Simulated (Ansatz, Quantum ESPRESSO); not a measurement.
# PtSe2 (Sudovikovite): zone-centre phonons, part 2 of 3

Wanted: the vibrations of PtSe2 (Sudovikovite) at Γ, by two programs.

Quantum ESPRESSO 8.0 development, patched; DFT LDA, scalar-relativistic, plane waves, PseudoDojo norm-conserving pseudopotentials.

So far. Step 2 (A first look): No gap opens on this mesh, so smearing is kept; the start stands at -0.59 GPa. Step 4 (Self-consistent run for the response): The cell stands at -0.0043 GPa, close enough for phonons. The relaxed cell has a = 3.742, c = 4.753 Å (conventional setting).

The database entry behind the starting cell has ideal inner coordinates that were not refined, so it need not match the best structure at ambient conditions.

## (5) Zone-centre response

At q = 0 one unit cell holds all displacements; symmetry groups them into irreducible representations that are solved one by one. With smeared occupations no response to a homogeneous field can be asked.

The input, ph.in:

```
phonons
&INPUTPH
  prefix       = 'x'
  outdir       = './tmp'
  fildyn       = 'g.dyn'
  tr2_ph       = 1.0d-18
  alpha_mix(1) = 0.4
  nmix_ph      = 8
/
0.000000000000 0.000000000000 0.000000000000
```

Run with:

```bash
OMP_NUM_THREADS=1 mpirun -n 8 ph.x -nk 8 -in ph.in > ph.out
```

The log of the run:

```text
[banners, grids, parts of the stress and lines that vanish by symmetry left out]
[banner, memory and clock lines left out]
Program PHONON v.8.0dev

     Dynamical matrices for q-points given in input
     (   1q-points):
       N         xq(1)         xq(2)         xq(3)
       1   0.000000000   0.000000000   0.000000000

     ./tmp/x.save/

     IMPORTANT: XC functional enforced from input :
     Exchange-correlation= PW
                           (   1   4   0   0   0   0   0)
     Any further DFT definition will be discarded
     Please, verify this is what you really want

     G-vector sticks info

     Reading collected, re-writing distributed wavefunctions in ./tmp/

     Number and degeneracy of irreps per q-point
       N         xq(1)         xq(2)         xq(3)   N irreps
       1   0.000000000   0.000000000   0.000000000       6
        1   2   1   1   2   2

     Calculation of q =    0.0000000   0.0000000   0.0000000

     phonons

     bravais-lattice index     =            0
     lattice parameter (alat)  =       7.0706  a.u.
     unit-cell volume          =     388.8416 (a.u.)^3
     number of atoms/cell      =            3
     number of atomic types    =            2
     kinetic-energy cut-off    =      86.0000  Ry
     charge density cut-off    =     344.0000  Ry
     convergence threshold     =      1.0E-18
     beta                      =       0.4000
     number of iterations used =            8
     Exchange-correlation= PW
                           (   1   4   0   0   0   0   0)

     celldm(1)=    7.07062  celldm(2)=    0.00000  celldm(3)=    0.00000
     celldm(4)=    0.00000  celldm(5)=    0.00000  celldm(6)=    0.00000

     crystal axes: (cart. coord. in units of alat)
               a(1) = (  1.0000  0.0000  0.0000 )
               a(2) = ( -0.5000  0.8660  0.0000 )
               a(3) = (  0.0000  0.0000  1.2702 )

     reciprocal axes: (cart. coord. in units 2 pi/alat)
               b(1) = (  1.0000  0.5774 -0.0000 )
               b(2) = (  0.0000  1.1547  0.0000 )
               b(3) = (  0.0000 -0.0000  0.7873 )

     Atoms inside the unit cell:

     Cartesian axes

     site n.  atom      mass           positions (alat units)
        1  Pt    195.0840   tau(    1) = (    0.00000    0.00000    0.00000  )
        2  Se     78.9710   tau(    2) = (   -0.00000    0.57735    0.33647  )
        3  Se     78.9710   tau(    3) = (    0.50000    0.28868    0.93372  )

     Computing dynamical matrix for
                    q = (   0.0000000   0.0000000   0.0000000 )

     13 Sym.Ops. (with q -> -q+G )

     G cutoff =  435.6264  (  41837 G-vectors)     FFT grid: ( 45, 45, 54)

     number of k points=   131  Marzari-Vanderbilt smearing, width (Ry)=  0.0200

     PseudoPot. # 1 for Pt read from file:
     ./pseudo/Pt.upf
     Pseudo is Norm-conserving + core correction, Zval = 18.0
     Using radial grid of 1340 points,  8 beta functions with:
                l(1) =   0
                l(2) =   0
                l(3) =   1
                l(4) =   1
                l(5) =   2
                l(6) =   2
                l(7) =   3
                l(8) =   3

     PseudoPot. # 2 for Se read from file:
     ./pseudo/Se.upf
     Pseudo is Norm-conserving + core correction, Zval = 16.0
     Using radial grid of 1198 points,  6 beta functions with:
                l(1) =   0
                l(2) =   0
                l(3) =   1
                l(4) =   1
                l(5) =   2
                l(6) =   2

     Mode symmetry, D_3d (-3m)  point group:

     Atomic displacements:
     There are    6 irreducible representations

     Representation     1      1 modes -  To be done

     Representation     2      2 modes -  To be done

     Representation     3      1 modes -  To be done

     Representation     4      1 modes -  To be done

     Representation     5      2 modes -  To be done

     Representation     6      2 modes -  To be done

     Alpha used in Ewald sum =   2.8000

     Representation #   1 mode #   1

     Self-consistent Calculation

     The passes end when |ddv_scf|^2 is under  4.6E-19 (on this mesh; tr2_ph alone asks  1.0E-18)

     Pert. #  1: Fermi energy shift (Ry) =    -3.0833E-01     6.4623E-27

      iter #   1   av.it.:  10.4
      thresh= 1.000E-02 alpha_mix =  0.400 |ddv_scf|^2 =  1.659E-04

     Pert. #  1: Fermi energy shift (Ry) =     5.9738E-01    -4.1359E-25

      iter #   2   av.it.:  13.8
      thresh= 1.288E-03 alpha_mix =  0.400 |ddv_scf|^2 =  6.321E-05

     Pert. #  1: Fermi energy shift (Ry) =    -1.1181E-01    -3.2312E-27

      iter #   3   av.it.:  12.9
      thresh= 7.950E-04 alpha_mix =  0.400 |ddv_scf|^2 =  4.617E-06

     Pert. #  1: Fermi energy shift (Ry) =     5.2873E-02    -1.6156E-27

      iter #   4   av.it.:  13.2
      thresh= 2.149E-04 alpha_mix =  0.400 |ddv_scf|^2 =  6.857E-08

     Pert. #  1: Fermi energy shift (Ry) =     3.9933E-02    -1.6156E-27

      iter #   5   av.it.:  14.0
      thresh= 2.619E-05 alpha_mix =  0.400 |ddv_scf|^2 =  9.891E-10

     Pert. #  1: Fermi energy shift (Ry) =     4.0323E-02    -1.6156E-27

      iter #   6   av.it.:  14.0
      thresh= 3.145E-06 alpha_mix =  0.400 |ddv_scf|^2 =  5.647E-11

     Pert. #  1: Fermi energy shift (Ry) =     4.0898E-02    -1.6156E-27

      iter #   7   av.it.:  14.4
      thresh= 7.515E-07 alpha_mix =  0.400 |ddv_scf|^2 =  2.155E-12

     Pert. #  1: Fermi energy shift (Ry) =     4.1275E-02    -1.6156E-27

      iter #   8   av.it.:  14.7
      thresh= 1.468E-07 alpha_mix =  0.400 |ddv_scf|^2 =  3.968E-14

     Pert. #  1: Fermi energy shift (Ry) =     4.1296E-02    -1.6156E-27

      iter #   9   av.it.:  14.7
      thresh= 1.992E-08 alpha_mix =  0.400 |ddv_scf|^2 =  1.046E-15

     Pert. #  1: Fermi energy shift (Ry) =     4.1296E-02    -1.6156E-27

      iter #  10   av.it.:  14.4
      thresh= 3.234E-09 alpha_mix =  0.400 |ddv_scf|^2 =  2.072E-16

     Pert. #  1: Fermi energy shift (Ry) =     4.1294E-02    -1.6156E-27

      iter #  11   av.it.:  14.5
      thresh= 1.440E-09 alpha_mix =  0.400 |ddv_scf|^2 =  2.090E-18

     Pert. #  1: Fermi energy shift (Ry) =     4.1294E-02    -1.6156E-27

      iter #  12   av.it.:  14.7
      thresh= 1.446E-10 alpha_mix =  0.400 |ddv_scf|^2 =  1.221E-19

     End of self-consistent calculation

     Convergence has been achieved

     Representation #   2 modes #   2   3

     Self-consistent Calculation

     The passes end when |ddv_scf|^2 is under  1.1E-19 (on this mesh; tr2_ph alone asks  1.0E-18)
      iter #   1   av.it.:  10.5
      thresh= 1.000E-02 alpha_mix =  0.400 |ddv_scf|^2 =  8.002E-06
      iter #   2   av.it.:  15.6
      thresh= 2.829E-04 alpha_mix =  0.400 |ddv_scf|^2 =  1.130E-07
[...]
End of self-consistent calculation

     Convergence has been achieved

     Representation #   3 mode #   4

     Self-consistent Calculation

     The passes end when |ddv_scf|^2 is under  4.6E-19 (on this mesh; tr2_ph alone asks  1.0E-18)
[...]
End of self-consistent calculation

     Convergence has been achieved

     Representation #   4 mode #   5

     Self-consistent Calculation

     The passes end when |ddv_scf|^2 is under  4.6E-19 (on this mesh; tr2_ph alone asks  1.0E-18)
[...]
End of self-consistent calculation

     Convergence has been achieved

     Representation #   5 modes #   6   7

     Self-consistent Calculation

     The passes end when |ddv_scf|^2 is under  1.1E-19 (on this mesh; tr2_ph alone asks  1.0E-18)
[...]
End of self-consistent calculation

     Convergence has been achieved

     Representation #   6 modes #   8   9

     Self-consistent Calculation

     The passes end when |ddv_scf|^2 is under  1.1E-19 (on this mesh; tr2_ph alone asks  1.0E-18)
[...]
iter #   5   av.it.:  16.2
      thresh= 1.749E-06 alpha_mix =  0.400 |ddv_scf|^2 =  4.753E-12
      iter #   6   av.it.:  16.2
      thresh= 2.180E-07 alpha_mix =  0.400 |ddv_scf|^2 =  9.566E-14
      iter #   7   av.it.:  16.6
      thresh= 3.093E-08 alpha_mix =  0.400 |ddv_scf|^2 =  5.328E-15
      iter #   8   av.it.:  17.0
      thresh= 7.299E-09 alpha_mix =  0.400 |ddv_scf|^2 =  1.179E-16
      iter #   9   av.it.:  16.5
      thresh= 1.086E-09 alpha_mix =  0.400 |ddv_scf|^2 =  1.352E-18
      iter #  10   av.it.:  16.0
      thresh= 1.163E-10 alpha_mix =  0.400 |ddv_scf|^2 =  1.646E-19
      iter #  11   av.it.:  16.6
      thresh= 4.057E-11 alpha_mix =  0.400 |ddv_scf|^2 =  2.313E-21

     End of self-consistent calculation

     Convergence has been achieved

     Number of q in the star =    1
     List of q in the star:
          1   0.000000000   0.000000000   0.000000000

     Diagonalizing the dynamical matrix

     q = (    0.000000000   0.000000000   0.000000000 )

 **************************************************************************
     freq (    1) =      -0.055488 [THz] =      -1.850869 [cm-1]
     freq (    2) =      -0.055488 [THz] =      -1.850869 [cm-1]
     freq (    3) =      -0.055115 [THz] =      -1.838438 [cm-1]
     freq (    4) =       4.884186 [THz] =     162.918906 [cm-1]
     freq (    5) =       4.884186 [THz] =     162.918906 [cm-1]
     freq (    6) =       6.191717 [THz] =     206.533440 [cm-1]
     freq (    7) =       6.550762 [THz] =     218.509912 [cm-1]
     freq (    8) =       6.550762 [THz] =     218.509912 [cm-1]
     freq (    9) =       6.596519 [THz] =     220.036200 [cm-1]
 **************************************************************************

     Mode symmetry, D_3d (-3m)  point group:

     freq (   1-   1) =         -1.9  [cm-1]   --> A_2u L_2'       I
     freq (   2-   3) =         -1.9  [cm-1]   --> E_u  L_3'       I
     freq (   4-   5) =        162.9  [cm-1]   --> E_g  L_3        R
     freq (   6-   6) =        206.5  [cm-1]   --> A_1g L_1        R
     freq (   7-   8) =        218.5  [cm-1]   --> E_u  L_3'       I
     freq (   9-   9) =        220.0  [cm-1]   --> A_2u L_2'       I
```

It took 28 min on 8 MPI ranks of Arm Neoverse V2, shared host; 3.7 h of CPU time.

Read from the output:

- largest acoustic frequency at the zone centre before the sum rule: -1.85 cm⁻¹
- highest optical zone-centre mode (no LO-TO term): 220.0 cm⁻¹
- lowest optical zone-centre mode: 162.9 cm⁻¹

The acoustic modes at Γ come out as far as 1.9 cm⁻¹ from zero, where they should vanish, a small numerical error.

## (6) Zone-centre analysis

A rigid shift of the crystal must cost nothing, but grids and finite bases break this; the acoustic sum rule is imposed before the matrix is diagonalised again.

The input, dynmat.in:

```
&INPUT
  fildyn = 'g.dyn'
  asr    = 'crystal'
  fileig = 'dynmat.eig'
/
```

Run with:

```bash
dynmat.x -in dynmat.in > dynmat.out
```

The log of the run:

```text
[banner, memory and clock lines left out]
Program DYNMAT v.8.0dev

     Reading Dynamical Matrix from file g.dyn
     ...Force constants read
     ...epsilon and Z* not read (not found on file)
     Acoustic Sum Rule: || Z*(ASR) - Z*(orig)|| =    0.000000E+00
     Acoustic Sum Rule: ||dyn(ASR) - dyn(orig)||=    5.542183E-05
     A direction for q was not specified:TO-LO splitting will be absent

     Polarizability (A^3 units)
     multiply by 1.000000 for Clausius-Mossotti correction (not under assume_isolated = 'mt')
         0.000000    0.000000    0.000000
         0.000000    0.000000    0.000000
         0.000000    0.000000    0.000000

     IR activities are in (D/A)^2/amu units

# mode   [cm-1]    [THz]      IR
    1     -0.00   -0.0000    0.0000
    2     -0.00   -0.0000    0.0000
    3      0.00    0.0000    0.0000
    4    162.92    4.8842    0.0000
    5    162.92    4.8842    0.0000
    6    206.53    6.1917    0.0000
    7    218.51    6.5509    0.0000
    8    218.51    6.5509    0.0000
    9    220.04    6.5966    0.0000

[end of the log left out, with the tail of the file of modes that dynmat.x writes under the same name]
```

Elapsed: 0.45 s, on 1 thread.

Unit eigenvectors of the mass-weighted matrix after the sum rule; no LO-TO term. Modes at Γ, with each element's share of the kinetic energy:

```csv
mode,frequency (cm⁻¹),Pt %,Se %
1,0.0,55,45
2,0.0,55,45
3,0.0,55,45
4,162.9,0,100
5,162.9,0,100
6,206.5,0,100
7,218.5,45,55
8,218.5,45,55
9,220.0,45,55
```

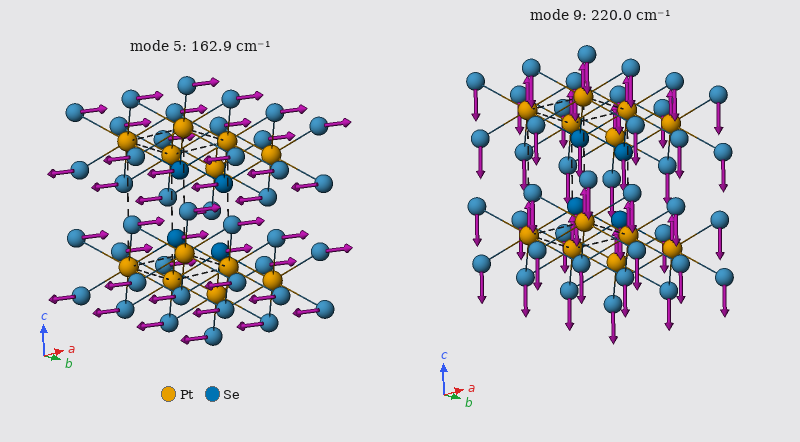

Displacement patterns of modes 5 and 9 at Γ; arrows are exaggerated. 1×2×1 cells are drawn. Some periodic images of atoms are drawn too.

The rule moves no optical mode by more than 0.1 cm⁻¹.

## (7) Sum rules set otherwise (asr no)

Without the rule the raw error of the acoustic modes shows.

The input, dynmat.in:

```
&INPUT
  fildyn = 'g.dyn'
  asr    = 'no'
  fileig = 'dynmat.eig'
/
```

Run with:

```bash
dynmat.x -in dynmat.in > dynmat.out
```

The log of the run:

```text
[banner, memory and clock lines left out]
Program DYNMAT v.8.0dev

     Reading Dynamical Matrix from file g.dyn
     ...Force constants read
     ...epsilon and Z* not read (not found on file)
     A direction for q was not specified:TO-LO splitting will be absent

     Polarizability (A^3 units)
     multiply by 1.000000 for Clausius-Mossotti correction (not under assume_isolated = 'mt')
         0.000000    0.000000    0.000000
         0.000000    0.000000    0.000000
         0.000000    0.000000    0.000000

     IR activities are in (D/A)^2/amu units

# mode   [cm-1]    [THz]      IR
    1     -1.85   -0.0555    0.0000
    2     -1.85   -0.0555    0.0000
    3     -1.84   -0.0551    0.0000
    4    162.92    4.8842    0.0000
    5    162.92    4.8842    0.0000
    6    206.53    6.1917    0.0000
    7    218.51    6.5508    0.0000
    8    218.51    6.5508    0.0000
    9    220.04    6.5965    0.0000

[end of the log left out, with the tail of the file of modes that dynmat.x writes under the same name]
```

The job ended after 0.44 s (1 thread).

Zone-centre frequencies as printed; negative means imaginary. Modes:

```csv
mode,frequency (cm⁻¹)
1,-1.85
2,-1.85
3,-1.84
4,162.9
5,162.9
6,206.5
7,218.5
8,218.5
9,220
```

Against the first rule no mode moves by more than 1.9 cm⁻¹.

## (8) Sum rules set otherwise (asr simple)

The rule can be imposed in more than one way; the choices should agree where the raw error is small.

The input, dynmat.in:

```
&INPUT
  fildyn = 'g.dyn'
  asr    = 'simple'
  fileig = 'dynmat.eig'
/
```

Run with:

```bash
dynmat.x -in dynmat.in > dynmat.out
```

The log of the run:

```text
[banner, memory and clock lines left out]
Program DYNMAT v.8.0dev

     Reading Dynamical Matrix from file g.dyn
     ...Force constants read
     ...epsilon and Z* not read (not found on file)
     A direction for q was not specified:TO-LO splitting will be absent

     Polarizability (A^3 units)
     multiply by 1.000000 for Clausius-Mossotti correction (not under assume_isolated = 'mt')
         0.000000    0.000000    0.000000
         0.000000    0.000000    0.000000
         0.000000    0.000000    0.000000

     IR activities are in (D/A)^2/amu units

# mode   [cm-1]    [THz]      IR
    1     -0.00   -0.0000    0.0000
    2      0.00    0.0000    0.0000
    3      0.00    0.0000    0.0000
    4    162.94    4.8847    0.0000
    5    162.94    4.8847    0.0000
    6    206.55    6.1921    0.0000
    7    218.52    6.5510    0.0000
    8    218.52    6.5510    0.0000
    9    220.04    6.5968    0.0000

[end of the log left out, with the tail of the file of modes that dynmat.x writes under the same name]
```

Elapsed: 0.44 s, on 1 thread.

Zone-centre frequencies as printed; negative means imaginary. Modes:

```csv
mode,frequency (cm⁻¹)
1,0
2,0
3,0
4,162.9
5,162.9
6,206.6
7,218.5
8,218.5
9,220
```

Against the first rule no mode moves by more than 0.1 cm⁻¹.

(Continued in part 3 of 3.)

[Host names and launcher messages were left out of these logs when they were recorded.]

[Logs are printed without paths, hosts, clocks, repeated set-up lines and the standing remarks that a program may print on its own settings, such as how far it seeks lower states.]

[Hosts, paths, dates, database ids (printed as entryN), source tags and the programs' standing remarks are cut or masked in the printed files.]
